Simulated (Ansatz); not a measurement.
# C2H9ClNPSi: rotation by 120° about the C1–N2 bond

Aim: the minimum-energy path and barrier of the rotation by 120° about the C1–N2 bond. The ends are relaxed first, then joined by a nudged elastic band. SMILES of the start: CNC[SiH](P)Cl.

Method: RKS BHLYP/def2-SVP, in Ansatz 0.2.0.

## (1) Starting point

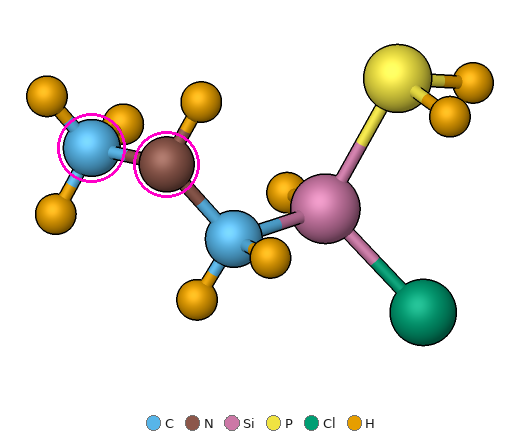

The starting structure, seen from a chosen angle (carbon blue, nitrogen brown, silicon pink, phosphorus yellow, chlorine teal, hydrogen amber). Ringed: C1, N2.

As a file:

```xyz
15

C     0.2473   -2.1395   -0.8036
N     1.0409   -1.0836   -0.2022
C     0.7567    0.2880   -0.7064
Si   -0.6544    1.1570   -0.0107
P    -0.6857    1.0734    2.1987
Cl   -0.7502    3.1256   -0.5899
H     0.3277   -2.0864   -1.9014
H    -0.8171   -1.9505   -0.5600
H     0.5137   -3.0668   -0.4226
H     0.9803   -1.1246    0.8409
H     0.7521    0.2904   -1.7675
H     1.6817    0.8966   -0.3981
H    -2.0356    0.5407   -0.4970
H     0.3396    2.0191    2.4128
H    -1.7189    2.0098    2.4364
```

## (2) Relaxing end A

Input file input.yaml:

```yaml
crystal:
  periodic: [false, false, false]
  atoms:
    - { symbol: C, position_ang: [0.2473, -2.1395, -0.8036] }
    - { symbol: "N", position_ang: [1.0409, -1.0836, -0.2022] }
    - { symbol: C, position_ang: [0.7567, 0.288, -0.7064] }
    - { symbol: Si, position_ang: [-0.6544, 1.157, -0.0107] }
    - { symbol: P, position_ang: [-0.6857, 1.0734, 2.1987] }
    - { symbol: Cl, position_ang: [-0.7502, 3.1256, -0.5899] }
    - { symbol: H, position_ang: [0.3277, -2.0864, -1.9014] }
    - { symbol: H, position_ang: [-0.8171, -1.9505, -0.56] }
    - { symbol: H, position_ang: [0.5137, -3.0668, -0.4226] }
    - { symbol: H, position_ang: [0.9803, -1.1246, 0.8409] }
    - { symbol: H, position_ang: [0.7521, 0.2904, -1.7675] }
    - { symbol: H, position_ang: [1.6817, 0.8966, -0.3981] }
    - { symbol: H, position_ang: [-2.0356, 0.5407, -0.497] }
    - { symbol: H, position_ang: [0.3396, 2.0191, 2.4128] }
    - { symbol: H, position_ang: [-1.7189, 2.0098, 2.4364] }
basis:
  gaussian: { orbitals: def2-SVP }
hamiltonian:
  xc: { name: BHLYP }
relax:
  f_tol: 0.015
  max_steps: 40
output:
  orbitals: {}
```

On the command line:

```
ansatz run input.yaml --threads 2 --pin off --max-ram 3072MiB --backend cpu --events-out ev --progress --plain --runs-dir out
```

The log of the run, shortened:

```text
Warning: RAYON_NUM_THREADS=2 ignored (pool sized by the plan → 2); use --threads N
[...]
Functional definition: BHLYP
[...]
1509 factors; integrals over basis functions are off by at most 5.8e-4 eV
[...]
mean field -33386.04347671 eV, -1226.9144678960 hartree, gradient 3.7e-5 eV, S^2 0.000000; 0 other end points of the search recorded, 0 dependent functions left out
[...]
reference -33386.04367515 eV, -1226.9144751885 hartree; 37, 37 occupied and 104, 104 virtual orbitals, 1509 factors
relax step   1: F+E_penalty+E_count = -33386.04347671 eV  Δ(F+E_penalty+E_count) = +0.000e0 eV  max|allowed force component| = 3.492e0 eV/Å  Δτ_max = 0.0000 Å  (27 SCF iters, accepted)
[...]
relax step   3: F+E_penalty+E_count = -33386.56357335 eV  Δ(F+E_penalty+E_count) = -9.500e-2 eV  max|allowed force component| = 4.276e-1 eV/Å  Δτ_max = 0.1858 Å  (30 SCF iters, accepted)
[...]
relax step   5: F+E_penalty+E_count = -33386.57968928 eV  Δ(F+E_penalty+E_count) = -2.372e-3 eV  max|allowed force component| = 2.190e-1 eV/Å  Δτ_max = 0.0480 Å  (29 SCF iters, accepted)
[...]
relax step   7: F+E_penalty+E_count = -33386.58191950 eV  Δ(F+E_penalty+E_count) = -2.230e-3 eV  max|allowed force component| = 2.311e-2 eV/Å  Δτ_max = 0.0189 Å  (25 SCF iters, accepted)
[...]
relax step   9: F+E_penalty+E_count = -33386.58234451 eV  Δ(F+E_penalty+E_count) = -2.366e-4 eV  max|allowed force component| = 1.313e-2 eV/Å  Δτ_max = 0.0278 Å  (24 SCF iters, accepted)
[...]
reference -33386.58268697 eV, -1226.9342835076 hartree; 37, 37 occupied and 104, 104 virtual orbitals, 1509 factors
Total energy: -33386.58268697 eV, -1226.9342835076 hartree
Atom 0 at     0.184437    -2.077318    -0.795883 Å, force    -0.003345    -0.002452    -0.003619 eV/Å
Atom 1 at     1.062558    -1.080577    -0.239416 Å, force     0.000008    -0.001639    -0.002100 eV/Å
Atom 2 at     0.831232     0.283965    -0.661985 Å, force     0.002435     0.005629     0.001859 eV/Å
Atom 3 at    -0.716234     1.151599     0.011125 Å, force    -0.004687     0.003143    -0.005786 eV/Å
Atom 4 at    -0.670120     1.064759     2.268259 Å, force     0.002100     0.013361     0.003896 eV/Å
Atom 5 at    -0.707934     3.097675    -0.731943 Å, force     0.000674    -0.001177     0.001971 eV/Å
Atom 6 at     0.295376    -2.100897    -1.885024 Å, force    -0.000070     0.000130     0.003472 eV/Å
Atom 7 at    -0.887313    -1.933219    -0.580787 Å, force     0.003111    -0.000319    -0.000162 eV/Å
Atom 8 at     0.467090    -3.063892    -0.420997 Å, force     0.000478     0.001464    -0.000514 eV/Å
Atom 9 at     1.110195    -1.155112     0.765250 Å, force    -0.002881     0.001305     0.001392 eV/Å
Atom 10 at     0.797783     0.320946    -1.757499 Å, force    -0.001264     0.000861     0.000703 eV/Å
Atom 11 at     1.691030     0.906365    -0.384537 Å, force     0.000821    -0.004072     0.000273 eV/Å
Atom 12 at    -1.984616     0.530849    -0.424819 Å, force     0.002417    -0.003477     0.002863 eV/Å
Atom 13 at     0.293374     2.093371     2.410517 Å, force    -0.005731    -0.007001    -0.000654 eV/Å
Atom 14 at    -1.788759     1.910686     2.457140 Å, force     0.005934    -0.005756    -0.003591 eV/Å
Dipole moment:    -0.042715    -0.204578     0.081918 e Å
```

It took 66 s on 2 threads of Intel Xeon Platinum 8488C (Sapphire Rapids), shared host; peak memory 0.42 GiB.

Relaxation path:

```
step  energy from step 1 (eV)  largest force component (eV/Å)
   1                   0.0000                          3.4923
   2                  -0.4251                          1.2093
   3                  -0.5201                          0.4276
   4                  -0.5338                          0.2286
   5                  -0.5362                          0.2190
  6x                  -0.5342                          0.2047
   7                  -0.5384                          0.0231
   8                  -0.5386                          0.0134
   9                  -0.5389                          0.0131
 10x                  -0.5386                          0.0391
  11                  -0.5390                          0.0134
```

Step 1 is the start. 2 steps were tried and not accepted (marked x).

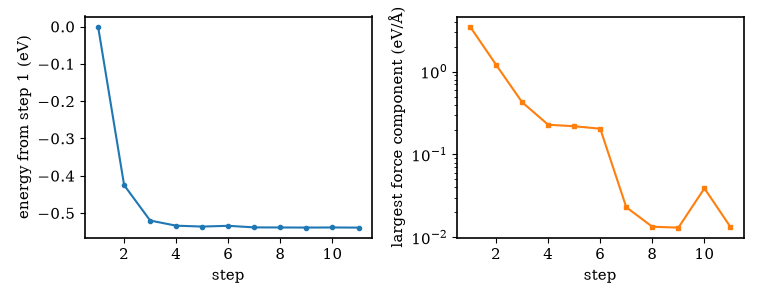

How energy and force went from step to step.

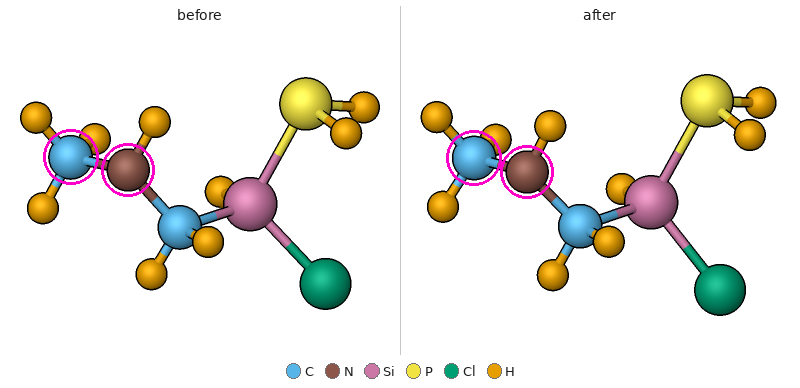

Before and after, at one scale.

After: Bond lengths: C1–N2 1.440 Å, N2–C3 1.447 Å, C3–Si4 1.898 Å, Si4–P5 2.259 Å, Si4–Cl6 2.083 Å, C1–H7 1.095 Å, C1–H8 1.103 Å, C1–H9 1.093 Å, N2–H10 1.009 Å, C3–H11 1.097 Å, C3–H12 1.097 Å, Si4–H13 1.478 Å, P5–H14 1.417 Å, P5–H15 1.415 Å. Angles (14 of 24 angles, heavy atoms first): C1–N2–C3 116.3°, N2–C3–Si4 117.3°, C3–Si4–P5 108.7°, C3–Si4–Cl6 107.3°, P5–Si4–Cl6 113.1°, C1–N2–H10 111.3°, C3–N2–H10 111.6°, N2–C1–H7 109.7°, N2–C1–H8 115.3°, N2–C1–H9 109.5°, N2–C3–H11 109.2°, N2–C3–H12 109.6°, Si4–C3–H11 108.3°, Si4–C3–H12 106.9°.

## (3) End point B

The second end starts from a geometry with the move made by hand.

Input file input.yaml:

```yaml
crystal:
  periodic: [false, false, false]
  atoms:
    - { symbol: C, position_ang: [0.2473, -2.1395, -0.8036] }
    - { symbol: "N", position_ang: [1.0409, -1.0836, -0.2022] }
    - { symbol: C, position_ang: [0.89276, -0.94123, 1.27227] }
    - { symbol: Si, position_ang: [1.84693, -2.04906, 2.31757] }
    - { symbol: P, position_ang: [3.97162, -2.15069, 1.7136] }
    - { symbol: Cl, position_ang: [1.75834, -1.54957, 4.30822] }
    - { symbol: H, position_ang: [0.3277, -2.0864, -1.9014] }
    - { symbol: H, position_ang: [-0.8171, -1.9505, -0.56] }
    - { symbol: H, position_ang: [0.5137, -3.0668, -0.4226] }
    - { symbol: H, position_ang: [2.046, -1.17582, -0.47546] }
    - { symbol: H, position_ang: [-0.13563, -0.92228, 1.53308] }
    - { symbol: H, position_ang: [1.2889, 0.115, 1.49251] }
    - { symbol: H, position_ang: [1.2998, -3.53969, 2.26573] }
    - { symbol: H, position_ang: [4.35142, -0.89751, 2.23965] }
    - { symbol: H, position_ang: [4.47813, -2.86781, 2.82267] }
basis:
  gaussian: { orbitals: def2-SVP }
hamiltonian:
  xc: { name: BHLYP }
relax:
  f_tol: 0.015
  max_steps: 40
```

On the command line:

```
ansatz run input.yaml --threads 2 --pin off --max-ram 3072MiB --backend cpu --events-out ev --progress --plain --runs-dir out
```

The log of the run:

```text
Warning: RAYON_NUM_THREADS=2 ignored (pool sized by the plan → 2); use --threads N
The last accepted step is kept in <dir> (removed where the run ends without a failure and the disk answers)
Engine: ansatz 0.2.0, x86_64-unknown-linux-gnu
[... 1 set-up line as earlier in the session ...]
  parameter a = 0.5
  exchange = (1 - a)*b88_x + a*exact_x
  correlation = lyp_c
1509 factors; integrals over basis functions are off by at most 4.0e-4 eV
mean field evaluation 1: about -33382.0363 eV, gradient 4.0e1 eV
mean field evaluation 2: about -33382.9227 eV, gradient 3.6e1 eV
mean field evaluation 4: about -33386.0009 eV, gradient 1.7e0 eV
mean field evaluation 8: about -33386.0626 eV, gradient 6.3e-2 eV
mean field evaluation 16: about -33386.0626 eV, gradient 3.7e-5 eV
mean field -33386.06260131 eV, -1226.9151707122 hartree, gradient 3.6e-5 eV, S^2 0.000000; 0 other end points of the search recorded, 0 dependent functions left out
the calculation of the forces begins
reference -33386.06279910 eV, -1226.9151779809 hartree; 37, 37 occupied and 104, 104 virtual orbitals, 1509 factors
relax step   1: F+E_penalty+E_count = -33386.06260131 eV  Δ(F+E_penalty+E_count) = +0.000e0 eV  max|allowed force component| = 3.308e0 eV/Å  Δτ_max = 0.0000 Å  (27 SCF iters, accepted)
these checks for a lower state are left out or cut short: starts, cluster_reference, orbital_swaps, neighbouring_geometries, increment
1509 factors; integrals over basis functions are off by at most 3.8e-4 eV
mean field -33386.46406607 eV, -1226.9299242699 hartree, gradient 9.2e-6 eV, S^2 0.000000; 0 other end points of the search recorded, 0 dependent functions left out
the calculation of the forces begins
reference -33386.46426187 eV, -1226.9299314656 hartree; 37, 37 occupied and 104, 104 virtual orbitals, 1509 factors
relax step   2: F+E_penalty+E_count = -33386.46406607 eV  Δ(F+E_penalty+E_count) = -4.015e-1 eV  max|allowed force component| = 1.014e0 eV/Å  Δτ_max = 0.1847 Å  (30 SCF iters, accepted)
these checks for a lower state are left out or cut short: starts, cluster_reference, orbital_swaps, neighbouring_geometries, increment
1509 factors; integrals over basis functions are off by at most 3.9e-4 eV
mean field -33386.56398117 eV, -1226.9335960822 hartree, gradient 1.5e-5 eV, S^2 0.000000; 0 other end points of the search recorded, 0 dependent functions left out
the calculation of the forces begins
reference -33386.56417904 eV, -1226.9336033536 hartree; 37, 37 occupied and 104, 104 virtual orbitals, 1509 factors
relax step   3: F+E_penalty+E_count = -33386.56398117 eV  Δ(F+E_penalty+E_count) = -9.992e-2 eV  max|allowed force component| = 4.959e-1 eV/Å  Δτ_max = 0.1781 Å  (30 SCF iters, accepted)
these checks for a lower state are left out or cut short: starts, cluster_reference, orbital_swaps, neighbouring_geometries, increment
1509 factors; integrals over basis functions are off by at most 3.9e-4 eV
mean field evaluation 32: about -33386.5124 eV, gradient 1.7e0 eV
mean field -33386.57698564 eV, -1226.9340739875 hartree, gradient 2.1e-5 eV, S^2 0.000000; 0 other end points of the search recorded, 0 dependent functions left out
the calculation of the forces begins
reference -33386.57718341 eV, -1226.9340812556 hartree; 37, 37 occupied and 104, 104 virtual orbitals, 1509 factors
relax step   4: F+E_penalty+E_count = -33386.57698564 eV  Δ(F+E_penalty+E_count) = -1.300e-2 eV  max|allowed force component| = 2.249e-1 eV/Å  Δτ_max = 0.0367 Å  (30 SCF iters, accepted)
these checks for a lower state are left out or cut short: starts, cluster_reference, orbital_swaps, neighbouring_geometries, increment
1509 factors; integrals over basis functions are off by at most 3.9e-4 eV
mean field -33386.58036652 eV, -1226.9341982328 hartree, gradient 2.0e-5 eV, S^2 0.000000; 0 other end points of the search recorded, 0 dependent functions left out
the calculation of the forces begins
reference -33386.58056419 eV, -1226.9342054969 hartree; 37, 37 occupied and 104, 104 virtual orbitals, 1509 factors
relax step   5: F+E_penalty+E_count = -33386.58036652 eV  Δ(F+E_penalty+E_count) = -3.381e-3 eV  max|allowed force component| = 4.157e-2 eV/Å  Δτ_max = 0.0284 Å  (30 SCF iters, accepted)
these checks for a lower state are left out or cut short: starts, cluster_reference, orbital_swaps, neighbouring_geometries, increment
1509 factors; integrals over basis functions are off by at most 3.9e-4 eV
mean field -33386.58095487 eV, -1226.9342198539 hartree, gradient 2.3e-5 eV, S^2 0.000000; 0 other end points of the search recorded, 0 dependent functions left out
the calculation of the forces begins
reference -33386.58115267 eV, -1226.9342271230 hartree; 37, 37 occupied and 104, 104 virtual orbitals, 1509 factors
relax step   6: F+E_penalty+E_count = -33386.58095487 eV  Δ(F+E_penalty+E_count) = -5.883e-4 eV  max|allowed force component| = 6.799e-2 eV/Å  Δτ_max = 0.0242 Å  (24 SCF iters, accepted)
these checks for a lower state are left out or cut short: starts, cluster_reference, orbital_swaps, neighbouring_geometries, increment
1509 factors; integrals over basis functions are off by at most 3.9e-4 eV
mean field -33386.58176167 eV, -1226.9342495035 hartree, gradient 2.6e-5 eV, S^2 0.000000; 0 other end points of the search recorded, 0 dependent functions left out
the calculation of the forces begins
reference -33386.58195957 eV, -1226.9342567762 hartree; 37, 37 occupied and 104, 104 virtual orbitals, 1509 factors
relax step   7: F+E_penalty+E_count = -33386.58176167 eV  Δ(F+E_penalty+E_count) = -8.068e-4 eV  max|allowed force component| = 4.052e-2 eV/Å  Δτ_max = 0.0245 Å  (24 SCF iters, accepted)
these checks for a lower state are left out or cut short: starts, cluster_reference, orbital_swaps, neighbouring_geometries, increment
1509 factors; integrals over basis functions are off by at most 3.9e-4 eV
mean field -33386.58217400 eV, -1226.9342646564 hartree, gradient 2.5e-5 eV, S^2 0.000000; 0 other end points of the search recorded, 0 dependent functions left out
the calculation of the forces begins
reference -33386.58237201 eV, -1226.9342719332 hartree; 37, 37 occupied and 104, 104 virtual orbitals, 1509 factors
relax step   8: F+E_penalty+E_count = -33386.58217400 eV  Δ(F+E_penalty+E_count) = -4.123e-4 eV  max|allowed force component| = 2.273e-2 eV/Å  Δτ_max = 0.0288 Å  (24 SCF iters, accepted)
these checks for a lower state are left out or cut short: starts, cluster_reference, orbital_swaps, neighbouring_geometries, increment
1509 factors; integrals over basis functions are off by at most 3.9e-4 eV
mean field evaluation 64: about -33386.5218 eV, gradient 1.0e0 eV
mean field -33386.58213290 eV, -1226.9342631457 hartree, gradient 2.0e-5 eV, S^2 0.000000; 0 other end points of the search recorded, 0 dependent functions left out
the calculation of the forces begins
reference -33386.58233092 eV, -1226.9342704230 hartree; 37, 37 occupied and 104, 104 virtual orbitals, 1509 factors
relax step   9: F+E_penalty+E_count = -33386.58213290 eV  Δ(F+E_penalty+E_count) = +4.111e-5 eV  max|allowed force component| = 3.692e-2 eV/Å  Δτ_max = 0.0353 Å  (24 SCF iters, rejected (line search))
these checks for a lower state are left out or cut short: starts, cluster_reference, orbital_swaps, neighbouring_geometries, increment
1509 factors; integrals over basis functions are off by at most 3.9e-4 eV
mean field -33386.58241749 eV, -1226.9342736045 hartree, gradient 8.7e-6 eV, S^2 0.000000; 0 other end points of the search recorded, 0 dependent functions left out
the calculation of the forces begins
reference -33386.58261550 eV, -1226.9342808811 hartree; 37, 37 occupied and 104, 104 virtual orbitals, 1509 factors
relax step  10: F+E_penalty+E_count = -33386.58241749 eV  Δ(F+E_penalty+E_count) = -2.435e-4 eV  max|allowed force component| = 9.948e-3 eV/Å  Δτ_max = 0.0177 Å  (24 SCF iters, accepted)
these checks for a lower state are left out or cut short: starts, cluster_reference, orbital_swaps, neighbouring_geometries, increment
1509 factors; integrals over basis functions are off by at most 3.9e-4 eV
mean field -33386.58254904 eV, -1226.9342784388 hartree, gradient 2.0e-5 eV, S^2 0.000000; 0 other end points of the search recorded, 0 dependent functions left out
the calculation of the forces begins
reference -33386.58274700 eV, -1226.9342857137 hartree; 37, 37 occupied and 104, 104 virtual orbitals, 1509 factors
relax step  11: F+E_penalty+E_count = -33386.58254904 eV  Δ(F+E_penalty+E_count) = -1.315e-4 eV  max|allowed force component| = 1.529e-2 eV/Å  Δτ_max = 0.0383 Å  (30 SCF iters, accepted)
these checks for a lower state are left out or cut short: starts, cluster_reference, orbital_swaps, neighbouring_geometries, increment
1509 factors; integrals over basis functions are off by at most 3.9e-4 eV
mean field -33386.58258150 eV, -1226.9342796316 hartree, gradient 2.1e-5 eV, S^2 0.000000; 0 other end points of the search recorded, 0 dependent functions left out
the calculation of the forces begins
reference -33386.58277948 eV, -1226.9342869074 hartree; 37, 37 occupied and 104, 104 virtual orbitals, 1509 factors
relax step  12: F+E_penalty+E_count = -33386.58258150 eV  Δ(F+E_penalty+E_count) = -3.246e-5 eV  max|allowed force component| = 1.292e-2 eV/Å  Δτ_max = 0.0057 Å  (23 SCF iters, accepted)
1509 factors; integrals over basis functions are off by at most 3.9e-4 eV
mean field evaluation 96: about -33386.5266 eV, gradient 3.0e-1 eV
mean field -33386.58258150 eV, -1226.9342796316 hartree, gradient 2.1e-5 eV, S^2 0.000000; 1 other end points of the search recorded, 0 dependent functions left out
the calculation of the forces begins
reference -33386.58277948 eV, -1226.9342869074 hartree; 37, 37 occupied and 104, 104 virtual orbitals, 1509 factors
Total energy: -33386.58277948 eV, -1226.9342869074 hartree
Atom 0 at     0.253365    -2.149019    -0.741769 Å, force    -0.002961     0.002115    -0.002587 eV/Å
Atom 1 at     1.001390    -1.041330    -0.205022 Å, force    -0.004433    -0.003400    -0.000153 eV/Å
Atom 2 at     0.931632    -0.856003     1.228688 Å, force    -0.001447     0.002795    -0.000819 eV/Å
Atom 3 at     1.863885    -2.106572     2.308423 Å, force    -0.007459    -0.005456     0.001685 eV/Å
Atom 4 at     4.033058    -2.132145     1.677763 Å, force     0.009753    -0.001505     0.012921 eV/Å
Atom 5 at     1.596650    -1.537163     4.293811 Å, force     0.001496     0.003521     0.005554 eV/Å
Atom 6 at     0.363709    -2.172247    -1.828552 Å, force     0.001499     0.000719     0.001516 eV/Å
Atom 7 at    -0.811810    -2.013388    -0.527745 Å, force    -0.000382    -0.000466     0.000181 eV/Å
Atom 8 at     0.539515    -3.141277    -0.356062 Å, force    -0.000938    -0.000917     0.001213 eV/Å
Atom 9 at     1.955455    -1.052283    -0.531611 Å, force     0.006414     0.001305    -0.002633 eV/Å
Atom 10 at    -0.119908    -0.847614     1.539731 Å, force     0.001754    -0.002288     0.001512 eV/Å
Atom 11 at     1.311391     0.139395     1.490289 Å, force     0.001976     0.000826    -0.000612 eV/Å
Atom 12 at     1.357190    -3.489495     2.185763 Å, force     0.003697     0.001382    -0.004460 eV/Å
Atom 13 at     4.369884    -0.926608     2.340739 Å, force    -0.004572    -0.006375    -0.003861 eV/Å
Atom 14 at     4.465362    -2.979712     2.725594 Å, force    -0.004397     0.007744    -0.009456 eV/Å
Dipole moment:     0.032076    -0.101784    -0.195707 e Å
```

Run time: 77 s. Hardware: 2 threads of Intel Xeon Platinum 8488C (Sapphire Rapids), shared host; peak memory 0.43 GiB.

The steps of the relaxation:

```
step  energy from step 1 (eV)  largest force component (eV/Å)
   1                   0.0000                          3.3076
   2                  -0.4015                          1.0142
   3                  -0.5014                          0.4959
   4                  -0.5144                          0.2249
   5                  -0.5178                          0.0416
   6                  -0.5184                          0.0680
   7                  -0.5192                          0.0405
   8                  -0.5196                          0.0227
  9x                  -0.5195                          0.0369
  10                  -0.5198                          0.0099
  11                  -0.5199                          0.0153
  12                  -0.5200                          0.0129
```

Step 1 is the start. 1 step was tried and not accepted (marked x).

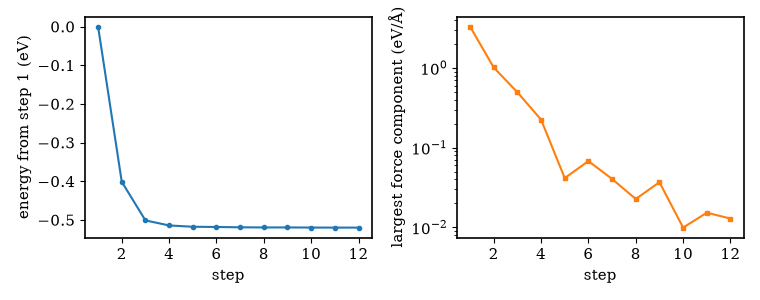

How energy and force went from step to step.

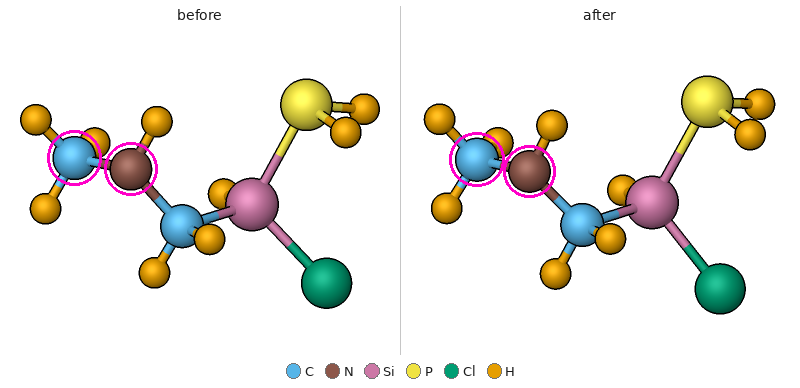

The structure before (left) and after (right), drawn at the same scale.

After: Bond lengths: C1–N2 1.440 Å, N2–C3 1.447 Å, C3–Si4 1.897 Å, Si4–P5 2.259 Å, Si4–Cl6 2.083 Å, C1–H7 1.093 Å, C1–H8 1.095 Å, C1–H9 1.102 Å, N2–H10 1.008 Å, C3–H11 1.097 Å, C3–H12 1.097 Å, Si4–H13 1.478 Å, P5–H14 1.416 Å, P5–H15 1.415 Å. Angles (14 of 24 angles, heavy atoms first): C1–N2–C3 116.3°, N2–C3–Si4 117.1°, C3–Si4–P5 108.7°, C3–Si4–Cl6 107.4°, P5–Si4–Cl6 113.1°, C1–N2–H10 111.2°, C3–N2–H10 111.6°, N2–C1–H7 109.5°, N2–C1–H8 109.7°, N2–C1–H9 115.3°, N2–C3–H11 109.2°, N2–C3–H12 109.6°, Si4–C3–H11 108.4°, Si4–C3–H12 107.0°.

[end of part 1 of 2]
